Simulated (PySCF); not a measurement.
# H2S2 (SMILES SS): r2SCAN/STO-3G

Aim: the energy change on altering one bond length of H2S2 at r2SCAN/STO-3G, from 2 runs. 

The results are computed with PySCF 2.14.0.

11 further runs of the same task are left out: 11 set aside as unsound or not needed.

## Step 1: The system as given

The species is H2S2 (4 atoms), meant as a singlet with charge 0. As SMILES, `SS`. Geometry: relaxed at PBE0-D4/def2-TZVP.

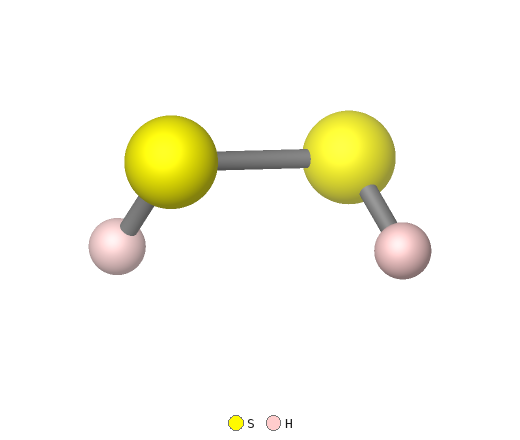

Viewed from a chosen angle; sulfur yellow, hydrogen pink.

## Step 2: A single-point energy at r2SCAN/STO-3G

Input file run.py:

```python
from pyscf import gto, dft

mol = gto.M(
    atom='''
S      0.784480    -0.789210     0.166690
S      0.060220     1.121560     0.067360
H     -0.225420    -1.352590     0.856880
H     -0.619290     1.020250    -1.090950
''',
    verbose=3,
    basis='sto-3g',
    max_memory=1860,
)

mf = dft.RKS(mol, xc='r2scan')
mf.grids.level = 5
mf.conv_tol = 1e-10
mf.kernel()
if not mf.converged:
    mf = mf.newton().run(mf.mo_coeff, mf.mo_occ)

e_tot = mf.e_tot
print(f'total energy: {e_tot:.8f} hartree')
```

The run is started by

```sh
$ OMP_NUM_THREADS=1 python run.py
```

Standard output:

```text
converged SCF energy = -788.698071382042
total energy: -788.69807138 hartree
```

It took 2.8 s on 1 thread of Arm Neoverse V1, shared host; peak memory 0.2 GiB.

## Step 3: The distorted shape at the same level

Input file job.py:

```python
from pyscf import gto, dft

mol = gto.Mole()
mol.atom = 'S 1.289444 -0.507512 -0.178415; S 0.565184 1.403258 -0.277745; H -0.225420 -1.352590 0.856880; H -0.114326 1.301948 -1.436055'
mol.charge = 0
mol.max_memory = 1860
mol.verbose = 3
mol.basis = 'sto-3g'
mol.spin = 0
mol.build()

myscf = dft.RKS(mol, xc='r2scan')
myscf.grids.level = 5
myscf.conv_tol = 1e-10
myscf.kernel()
if not myscf.converged:
    myscf = myscf.newton().run(myscf.mo_coeff, myscf.mo_occ)

e_tot = myscf.e_tot
print('E = %.10f Eh' % e_tot)
```

The run is started by

```sh
$ OMP_NUM_THREADS=1 python job.py
```

Standard output:

```text
converged SCF energy = -788.608253699175
E = -788.6082536992 Eh
```

Wall time 3.9 s (1 thread of Arm Neoverse V1, shared host); peak memory 0.2 GiB.

## Step 4: Outcome

At r2SCAN/STO-3G:

```
                                                         quantity          value
                                        first shape: total energy  -788.69807 Eh
                                       first shape: dipole moment         1.14 D
                                         first shape: HOMO energy       -2.66 eV
                                         first shape: LUMO energy        3.51 eV
                                       first shape: HOMO–LUMO gap        6.17 eV
                                    distorted shape: total energy  -788.60825 Eh
                                   distorted shape: dipole moment         1.07 D
                                     distorted shape: HOMO energy       -2.48 eV
                                     distorted shape: LUMO energy        0.49 eV
                                   distorted shape: HOMO–LUMO gap        2.97 eV
energy change with the S1–H3 bond stretched from 1.347 to 2.020 Å       2.444 eV
```

**Reading.** One bond (distorted shape) is far stretched, which a spin-restricted single reference describes badly; a broken-symmetry solution may lie lower. With the S1–H3 bond stretched from 1.347 to 2.020 Å the energy rises by 2.44 eV (56 kcal/mol). The first shape isn't relaxed at this level, so the change isn't measured from a minimum. A restricted reference can't describe the breaking bond well at this length. The minimal basis adds a large error of its own.
